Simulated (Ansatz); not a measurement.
**Geometry relaxation of TaNH₄OF₃ (part 1 of 2)**

TaNH₄OF₃, multiplicity 2, computed with UKS PBE/def2-SVP (Ansatz 0.2.0).

The input holds or restrains some coordinates. It belongs to a series of runs on one base structure; here: pulled along the bonds that form and break, towards end B. Figures and captions count atoms from 1; the log counts them from 0 in places.

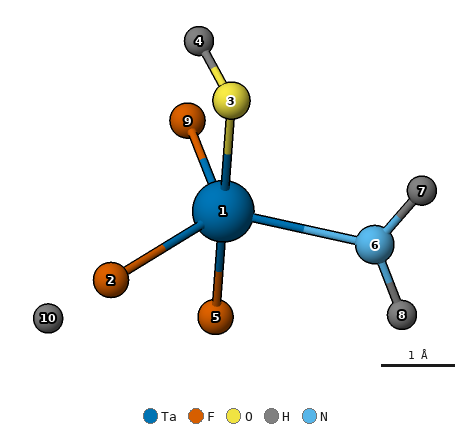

Fig. 1: The starting structure (ball-and-stick view, seen at a tilt; atoms are numbered from 1 in the order of the input). Sticks mark near contacts. Bond lengths as drawn: F–Ta 1.93 to 2.18 Å, H–N 1.06 Å, H–O 1.01 Å, N–Ta 2.16 Å and O–Ta 2.02 Å.

### Key numbers

| quantity | value |
| --- | --- |
| outcome | converged under the restraints of the input |
| total energy | −13290.2712 eV |
| mean-field energy | −13290.2712 eV |
| ⟨S²⟩ | 0.752 |
| largest force (length of the vector) at the end, held atoms and coordinates included | 0.529 eV/Å |
| hardware | 4 threads of AMD EPYC (Zen 5), 32 GiB of memory available, shared host |
| wall time | 31 s (CPU time 1.9 min) |
| peak memory | 0.26 GiB |

### Input file
```yaml
crystal:
  periodic: [false, false, false]
  atoms:
    - { symbol: Ta, position_ang: [0.0, 0.0, 0.0] }
    - { symbol: F, position_ang: [2.18, 0.0, 0.0] }
    - { symbol: O, position_ang: [0.0, 0.0, 2.02] }
    - { symbol: H, position_ang: [-0.2547, -0.9174, 2.3571] }
    - { symbol: F, position_ang: [0.0, 0.0, -1.93] }
    - { symbol: "N", position_ang: [-1.08, 1.8706, 0.0] }
    - { symbol: H, position_ang: [-1.6414, 2.1584, 0.8518] }
    - { symbol: H, position_ang: [-1.0486, 2.5007, -0.8518] }
    - { symbol: F, position_ang: [-0.965, -1.6714, 0.0] }
    - { symbol: H, position_ang: [3.4, 0.0, 0.0] }
magnetization:
  spin_polarized: true
  initial_magnetization: 1
basis:
  gaussian: { orbitals: def2-SVP }
hamiltonian:
  xc: pbe
relax:
  f_tol: 0.15
  max_steps: 25
  restrain:
    - { distance: [1, 9], at: 0.92, k: 30.0 }
    - { distance: [0, 1], at: 3.13, k: 30.0 }
output:
  orbitals: {}
```

Launch command:
```bash
ansatz run input.yaml --threads 4 --pin off --max-ram 5120MiB --backend cpu --events-out ev --progress --plain --runs-dir out
```

### The program's output
```
The last accepted step is kept in [file] (removed where the run ends without a failure and the disk answers)
Engine: ansatz 0.2.0, x86_64-unknown-linux-gnu
Functional definition: PBE
  parameter kappa = 0.804
  parameter beta = 0.06672455060314922
  exchange = pbe_x(kappa = kappa, mu = beta*pi^2/3)
  correlation = pbe_c(beta = beta)
1295 factors; their error is unknown
mean field evaluation 1: about -13268.2628 eV, gradient 7.0e1 eV
mean field evaluation 2: about -12995.1623 eV, gradient 2.1e2 eV
mean field evaluation 4: about -13284.9559 eV, gradient 2.2e1 eV
mean field evaluation 8: about -13288.5303 eV, gradient 3.1e0 eV
mean field evaluation 16: about -13288.5173 eV, gradient 7.1e-3 eV
mean field evaluation 32: about -13288.3206 eV, gradient 1.4e0 eV
mean field -13288.51731799 eV, -488.3440041557 hartree, gradient 2.9e-5 eV, S^2 0.755166; 5 other end points of the search recorded, 0 dependent functions left out
the calculation of the forces begins
reference -13288.51738580 eV, -488.3440066474 hartree; 30, 29 occupied and 92, 93 virtual orbitals, 1295 factors
relax step   1: F+E_penalty+E_count = -13288.51731799 eV  Δ(F+E_penalty+E_count) = +0.000e0 eV  max|allowed force component| = 2.164e0 eV/Å  E_restraint = 14.88750000 eV  max|allowed force component, restraints' pulls added| = 3.662e1 eV/Å  Δτ_max = 0.0000 Å  (93 SCF iters, accepted)
  distance F 1 - H 9 = 1.2200 Å
  distance Ta 0 - F 1 = 2.1800 Å
these checks for a lower state are left out or cut short: starts, cluster_reference, orbital_swaps, neighbouring_geometries, increment
1295 factors; their error is unknown
mean field -13289.15638425 eV, -488.3674894075 hartree, gradient 1.2e-5 eV, S^2 0.753457; 0 other end points of the search recorded, 0 dependent functions left out
[... from here on the field's lines of each further geometry are left out, up to the last ...]
relax step   2: F+E_penalty+E_count = -13289.15638425 eV  Δ(F+E_penalty+E_count) = -6.391e-1 eV  max|allowed force component| = 2.669e0 eV/Å  E_restraint = 5.33114557 eV  max|allowed force component, restraints' pulls added| = 2.417e1 eV/Å  Δτ_max = 0.1948 Å  (49 SCF iters, accepted)
relax step   3: F+E_penalty+E_count = -13289.14428110 eV  Δ(F+E_penalty+E_count) = +1.210e-2 eV  max|allowed force component| = 8.211e0 eV/Å  E_restraint = 0.94708925 eV  max|allowed force component, restraints' pulls added| = 1.077e1 eV/Å  Δτ_max = 0.1913 Å  (46 SCF iters, accepted)
relax step   4: F+E_penalty+E_count = -13289.70538104 eV  Δ(F+E_penalty+E_count) = -5.611e-1 eV  max|allowed force component| = 5.119e-1 eV/Å  E_restraint = 0.01768684 eV  max|allowed force component, restraints' pulls added| = 1.872e0 eV/Å  Δτ_max = 0.1991 Å  (40 SCF iters, accepted)
relax step   5: F+E_penalty+E_count = -13289.76946584 eV  Δ(F+E_penalty+E_count) = -6.408e-2 eV  max|allowed force component| = 5.438e-1 eV/Å  E_restraint = 0.00502155 eV  max|allowed force component, restraints' pulls added| = 7.255e-1 eV/Å  Δτ_max = 0.1998 Å  (38 SCF iters, accepted)
relax step   6: F+E_penalty+E_count = -13289.78152073 eV  Δ(F+E_penalty+E_count) = -1.205e-2 eV  max|allowed force component| = 1.732e0 eV/Å  E_restraint = 0.04672480 eV  max|allowed force component, restraints' pulls added| = 3.265e0 eV/Å  Δτ_max = 0.1950 Å  (40 SCF iters, rejected (line search))
relax step   7: F+E_penalty+E_count = -13289.81799332 eV  Δ(F+E_penalty+E_count) = -4.853e-2 eV  max|allowed force component| = 2.725e-1 eV/Å  E_restraint = 0.00261517 eV  max|allowed force component, restraints' pulls added| = 2.847e-1 eV/Å  Δτ_max = 0.0975 Å  (40 SCF iters, accepted)
relax step   8: F+E_penalty+E_count = -13289.85734346 eV  Δ(F+E_penalty+E_count) = -3.935e-2 eV  max|allowed force component| = 7.558e-1 eV/Å  E_restraint = 0.00804869 eV  max|allowed force component, restraints' pulls added| = 9.522e-1 eV/Å  Δτ_max = 0.0991 Å  (40 SCF iters, accepted)
relax step   9: F+E_penalty+E_count = -13289.89010740 eV  Δ(F+E_penalty+E_count) = -3.276e-2 eV  max|allowed force component| = 5.856e-1 eV/Å  E_restraint = 0.00606646 eV  max|allowed force component, restraints' pulls added| = 7.593e-1 eV/Å  Δτ_max = 0.1500 Å  (34 SCF iters, accepted)
relax step  10: F+E_penalty+E_count = -13289.88912485 eV  Δ(F+E_penalty+E_count) = +9.826e-4 eV  max|allowed force component| = 1.772e0 eV/Å  E_restraint = 0.06232139 eV  max|allowed force component, restraints' pulls added| = 3.274e0 eV/Å  Δτ_max = 0.1934 Å  (40 SCF iters, rejected (line search))
relax step  11: F+E_penalty+E_count = -13289.92906930 eV  Δ(F+E_penalty+E_count) = -3.896e-2 eV  max|allowed force component| = 2.642e-1 eV/Å  E_restraint = 0.00398031 eV  max|allowed force component, restraints' pulls added| = 5.011e-1 eV/Å  Δτ_max = 0.0967 Å  (34 SCF iters, accepted)
relax step  12: F+E_penalty+E_count = -13289.95945430 eV  Δ(F+E_penalty+E_count) = -3.038e-2 eV  max|allowed force component| = 3.415e-1 eV/Å  E_restraint = 0.00356317 eV  max|allowed force component, restraints' pulls added| = 4.238e-1 eV/Å  Δτ_max = 0.1000 Å  (34 SCF iters, accepted)
relax step  13: F+E_penalty+E_count = -13289.98871381 eV  Δ(F+E_penalty+E_count) = -2.926e-2 eV  max|allowed force component| = 2.788e-1 eV/Å  E_restraint = 0.00361066 eV  max|allowed force component, restraints' pulls added| = 4.175e-1 eV/Å  Δτ_max = 0.1500 Å  (36 SCF iters, accepted)
relax step  14: F+E_penalty+E_count = -13290.04098182 eV  Δ(F+E_penalty+E_count) = -5.227e-2 eV  max|allowed force component| = 1.516e-1 eV/Å  E_restraint = 0.00298239 eV  max|allowed force component, restraints' pulls added| = 2.594e-1 eV/Å  Δτ_max = 0.2000 Å  (39 SCF iters, accepted)
relax step  15: F+E_penalty+E_count = -13290.04397733 eV  Δ(F+E_penalty+E_count) = -2.996e-3 eV  max|allowed force component| = 4.979e-1 eV/Å  E_restraint = 0.00429087 eV  max|allowed force component, restraints' pulls added| = 4.445e-1 eV/Å  Δτ_max = 0.1842 Å  (39 SCF iters, accepted)
relax step  16: F+E_penalty+E_count = -13290.04921751 eV  Δ(F+E_penalty+E_count) = -5.240e-3 eV  max|allowed force component| = 1.697e0 eV/Å  E_restraint = 0.04750029 eV  max|allowed force component, restraints' pulls added| = 3.285e0 eV/Å  Δτ_max = 0.1951 Å  (40 SCF iters, rejected (line search))
relax step  17: F+E_penalty+E_count = -13290.07362140 eV  Δ(F+E_penalty+E_count) = -2.964e-2 eV  max|allowed force component| = 1.909e-1 eV/Å  E_restraint = 0.00307286 eV  max|allowed force component, restraints' pulls added| = 2.239e-1 eV/Å  Δτ_max = 0.0975 Å  (34 SCF iters, accepted)
relax step  18: F+E_penalty+E_count = -13290.08946315 eV  Δ(F+E_penalty+E_count) = -1.584e-2 eV  max|allowed force component| = 1.456e-1 eV/Å  E_restraint = 0.00330924 eV  max|allowed force component, restraints' pulls added| = 2.882e-1 eV/Å  Δτ_max = 0.0998 Å  (33 SCF iters, accepted)
relax step  19: F+E_penalty+E_count = -13290.11318734 eV  Δ(F+E_penalty+E_count) = -2.372e-2 eV  max|allowed force component| = 5.604e-1 eV/Å  E_restraint = 0.01296585 eV  max|allowed force component, restraints' pulls added| = 1.386e0 eV/Å  Δτ_max = 0.1433 Å  (40 SCF iters, accepted)
relax step  20: F+E_penalty+E_count = -13290.15633766 eV  Δ(F+E_penalty+E_count) = -4.315e-2 eV  max|allowed force component| = 3.797e-1 eV/Å  E_restraint = 0.01139835 eV  max|allowed force component, restraints' pulls added| = 1.127e0 eV/Å  Δτ_max = 0.2000 Å  (39 SCF iters, accepted)
relax step  21: F+E_penalty+E_count = -13290.19777033 eV  Δ(F+E_penalty+E_count) = -4.143e-2 eV  max|allowed force component| = 7.977e-1 eV/Å  E_restraint = 0.02044021 eV  max|allowed force component, restraints' pulls added| = 1.810e0 eV/Å  Δτ_max = 0.1960 Å  (41 SCF iters, accepted)
relax step  22: F+E_penalty+E_count = -13290.24338281 eV  Δ(F+E_penalty+E_count) = -4.561e-2 eV  max|allowed force component| = 2.432e-1 eV/Å  E_restraint = 0.00475043 eV  max|allowed force component, restraints' pulls added| = 3.064e-1 eV/Å  Δτ_max = 0.1990 Å  (39 SCF iters, accepted)
relax step  23: F+E_penalty+E_count = -13290.25724752 eV  Δ(F+E_penalty+E_count) = -1.386e-2 eV  max|allowed force component| = 4.570e-1 eV/Å  E_restraint = 0.00353918 eV  max|allowed force component, restraints' pulls added| = 2.597e-1 eV/Å  Δτ_max = 0.0945 Å  (35 SCF iters, accepted)
relax step  24: F+E_penalty+E_count = -13290.27289951 eV  Δ(F+E_penalty+E_count) = -1.565e-2 eV  max|allowed force component| = 1.593e-1 eV/Å  E_restraint = 0.00909167 eV  max|allowed force component, restraints' pulls added| = 4.700e-1 eV/Å  Δτ_max = 0.1272 Å  (42 SCF iters, accepted)
the calculation of the forces begins
reference -13290.27121216 eV, -488.4084585776 hartree; 30, 29 occupied and 92, 93 virtual orbitals, 1295 factors
relax step  25: F+E_penalty+E_count = -13290.27114543 eV  Δ(F+E_penalty+E_count) = +1.754e-3 eV  max|allowed force component| = 4.348e-1 eV/Å  E_restraint = 0.00554291 eV  max|allowed force component, restraints' pulls added| = 1.380e-1 eV/Å  Δτ_max = 0.0729 Å  (34 SCF iters, accepted)
  distance F 1 - H 9 = 0.9388 Å
  distance Ta 0 - F 1 = 3.1261 Å
```

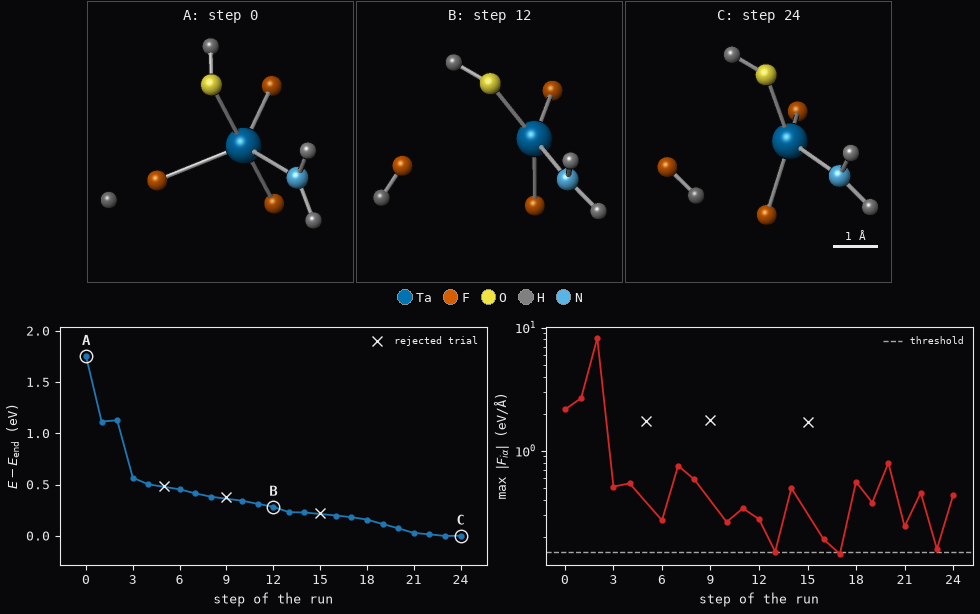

Fig. 2: Frames of the restrained relaxation (ball-and-stick view, seen at a tilt) above the curves, on which the letters mark them (the first geometry is step 0 here and step 1 in the log).

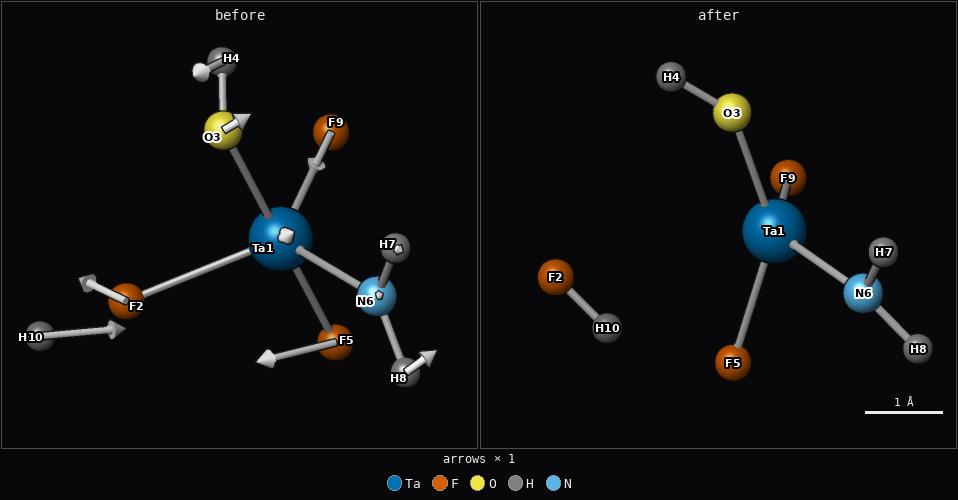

Fig. 3: Before (left) and after (right) the restrained relaxation, at one scale (ball-and-stick view, seen at a tilt). The white arrows give the displacements, at true length. After 24 geometry steps the energy has fallen by 1.754 eV. Largest force component: 2.2 eV/Å at the start, 0.43 eV/Å at the end. The line search rejected the trial steps at points 5, 9, 15 (counted from 0) and went back. F5 moves most after the best rigid fit: 1.28 Å. Largest moves by element: F 1.28 Å, H 1.25 Å, O 0.46 Å, Ta 0.31 Å, N 0.11 Å. Among the contacts that change: Ta1–F2 2.180 → 3.126 Å, F2–H10 1.220 → 0.939 Å, Ta1–N6 2.160 → 1.985 Å, Ta1–O3 2.020 → 1.888 Å. New bonds form: F2–H10 (1.22 → 0.94 Å). Bonds break: Ta1–F2 (2.18 → 3.13 Å). Among the angles that change: O3–Ta1–F5 180.0° → 146.1°, Ta1–O3–H4 109.5° → 142.1°, N6–Ta1–F9 120.0° → 138.2°. (Atoms are counted from 1 in the order of the input.)

```
1295 factors; their error is unknown
mean field -13290.27114543 eV, -488.4084561251 hartree, gradient 1.7e-5 eV, S^2 0.752215; 1 other end points of the search recorded, 0 dependent functions left out
the calculation of the forces begins
reference -13290.27121216 eV, -488.4084585776 hartree; 30, 29 occupied and 92, 93 virtual orbitals, 1295 factors
Total energy: -13290.27121216 eV, -488.4084585776 hartree
Atom 0 at    -0.249287     0.138329     0.160044 Å, force     0.157819    -0.174039    -0.018421 eV/Å
Atom 1 at     2.723358    -0.819477     0.024603 Å, force     0.045531    -0.208990     0.414659 eV/Å
Atom 2 at    -0.385396    -0.063761     2.032498 Å, force     0.035779     0.031735    -0.058250 eV/Å
Atom 3 at     0.153073    -0.184316     2.831222 Å, force    -0.002393    -0.015835     0.027049 eV/Å
Atom 4 at     0.933566     0.465707    -1.341129 Å, force    -0.003503    -0.017983     0.049580 eV/Å
Atom 5 at    -1.180091     1.882912    -0.015779 Å, force    -0.087227    -0.038334    -0.020998 eV/Å
Atom 6 at    -1.701042     2.282009     0.773369 Å, force    -0.019882     0.054998     0.033635 eV/Å
Atom 7 at    -1.566214     2.258742    -0.889660 Å, force     0.027377     0.053774    -0.013501 eV/Å
Atom 8 at    -0.477269    -1.667597    -0.434865 Å, force     0.011421     0.061856     0.021087 eV/Å
Atom 9 at     2.339602    -0.351648    -0.693205 Å, force    -0.164921     0.252817    -0.434841 eV/Å
Dipole moment:    -0.431373     0.607074     0.398353 e Å
```

### Trajectory as extended XYZ (Å, eV, eV/Å), 25 frames, from step=1 to step=25
```
10
Properties=species:S:1:pos:R:3:forces:R:3 step=1 energy=-13288.51732
Ta    0.0000    0.0000    0.0000   -1.8270   2.1642   1.0112
F     2.1800    0.0000    0.0000   -0.8831   0.0684  -0.1671
O     0.0000    0.0000    2.0200   -0.3432  -1.6167  -1.4815
H    -0.2547   -0.9174    2.3571    0.3416   1.3089  -0.1111
F     0.0000    0.0000   -1.9300    0.2278  -0.0028   0.6075
N    -1.0800    1.8706    0.0000    1.4752  -1.9995   0.0472
H    -1.6414    2.1584    0.8518    0.7143  -0.0734  -1.3821
H    -1.0486    2.5007   -0.8518   -0.3622  -0.6385   1.3120
F    -0.9650   -1.6714    0.0000    0.6704   0.7991   0.1086
H     3.4000    0.0000    0.0000   -0.0139  -0.0096   0.0553
10
Properties=species:S:1:pos:R:3:forces:R:3 step=2 energy=-13289.15638
Ta   -0.1922    0.0308    0.0075   -0.7467   1.8152   0.4319
F     2.3572    0.0018   -0.0021    2.6694   0.0075  -0.0265
O    -0.0068   -0.0115    2.0020   -0.3093  -1.0093  -1.1221
H    -0.2526   -0.9092    2.3587    0.3132   0.8180  -0.0409
F    -0.0018    0.0006   -1.9214    0.1666   0.0517   0.6175
N    -1.0708    1.8574    0.0010    0.5350  -0.3883   0.1591
H    -1.6336    2.1571    0.8376    0.4542   0.0534  -1.1726
H    -1.0518    2.4925   -0.8384   -0.3137  -0.4935   1.0500
F    -0.9706   -1.6784    0.0015   -0.1194  -0.8427   0.0994
H     3.4134   -0.0002    0.0007   -2.6495  -0.0121   0.0043
10
Properties=species:S:1:pos:R:3:forces:R:3 step=3 energy=-13289.14428
Ta   -0.3446    0.0567    0.0114    0.7436   0.1386   0.0524
F     2.5483   -0.0056   -0.0024   -8.0984  -0.0789  -0.0383
O    -0.0111   -0.0206    1.9855   -0.4086  -0.4100  -1.2744
H    -0.2474   -0.9017    2.3589    0.2451   0.3553   0.0256
F     0.0009    0.0023   -1.9106    0.0052   0.1164   1.0046
N    -1.0692    1.8641    0.0046   -0.1648   0.8642   0.1538
H    -1.6332    2.1630    0.8237    0.1573   0.3350  -0.7380
H    -1.0579    2.4903   -0.8269   -0.3199  -0.1982   0.6903
F    -0.9786   -1.7076    0.0030   -0.3701  -1.1771   0.1022
H     3.3830    0.0000    0.0000    8.2105   0.0548   0.0218
10
Properties=species:S:1:pos:R:3:forces:R:3 step=4 energy=-13289.70538
Ta   -0.4678    0.0382    0.0051    0.3600  -0.5119   0.2273
F     2.6378   -0.0372   -0.0063    0.4172   0.0075  -0.0026
O    -0.0622   -0.0280    1.9192   -0.3316  -0.4555  -0.4375
H    -0.2146   -0.8996    2.3529    0.2193   0.3759  -0.0580
F     0.0022    0.0164   -1.8481    0.0874   0.0450   0.1660
N    -1.0895    1.9068    0.0206    0.0551   0.0208   0.0993
H    -1.6674    2.2348    0.8031   -0.0155   0.3972  -0.2481
H    -1.0994    2.5088   -0.8127   -0.2595   0.0851   0.2173
F    -1.0308   -1.8005    0.0152   -0.0495   0.0514   0.0447
H     3.5821    0.0011   -0.0020   -0.4828  -0.0156  -0.0085
10
Properties=species:S:1:pos:R:3:forces:R:3 step=5 energy=-13289.76947
Ta   -0.4889    0.0279    0.0139    0.3855  -0.1597   0.1686
F     2.6312   -0.0378   -0.0146   -0.0231  -0.0180   0.0389
O    -0.1420   -0.0381    1.9208   -0.1659  -0.4363  -0.2423
H    -0.1397   -0.9079    2.3760    0.0880   0.3258  -0.0089
F     0.1846    0.0451   -1.7716   -0.0969  -0.0271   0.1121
N    -1.0490    1.9278    0.0387   -0.1848   0.2655  -0.4578
H    -1.6372    2.2819    0.8028    0.0030   0.2210  -0.1090
H    -1.2297    2.4491   -0.8435    0.0196  -0.1323   0.5438
F    -1.1048   -1.7889   -0.0166   -0.0070  -0.0471  -0.0308
H     3.5658   -0.0182   -0.0588   -0.0185   0.0081  -0.0147
10
Properties=species:S:1:pos:R:3:forces:R:3 step=6 energy=-13289.78152 accepted=F
Ta   -0.5088    0.0144    0.0029    0.0318   0.1593   0.1472
F     2.6273   -0.1282    0.1581    1.6567   0.3069  -0.4327
O    -0.1738   -0.0625    1.8975   -0.0022  -0.7331   0.1047
H    -0.0270   -0.9202    2.3648   -0.0113   0.6297  -0.1428
F     0.1513    0.0331   -1.7822   -0.0141  -0.0545  -0.0372
N    -1.0837    1.9238    0.0113   -0.1195   0.2404   0.0777
H    -1.5805    2.3686    0.8035    0.1522  -0.1252  -0.3060
H    -1.2556    2.4691   -0.8486   -0.0048  -0.1023   0.2085
F    -1.1037   -1.8116   -0.0463    0.0437   0.0023  -0.0690
H     3.5447    0.0545   -0.1139   -1.7324  -0.3237   0.4497
```
